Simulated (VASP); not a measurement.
Band structure of HgPd3 (space group I4/mmm). Level of theory: PBEsol GGA, VASP's PBE PAW potentials (set 64) (plane waves; VASP 6.6.1).

Unless said otherwise, spin-orbit coupling is left out, though it shifts the bands of the heavy elements here.

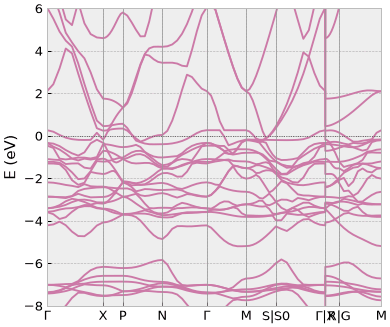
Figure. Bands along high-symmetry lines, zero at the valence-band maximum or, without a gap, the Fermi level

**Question.** Read the plot: is there a gap, and where are the band edges?

**Answer.** It has no gap at this level: it comes out as a metal or semimetal. (Edges off the drawn lines would not show.)

The structure comes from a computed database's HgPd3 entry (I4/mmm); how it stands against other phases isn't given here. It was relaxed first.
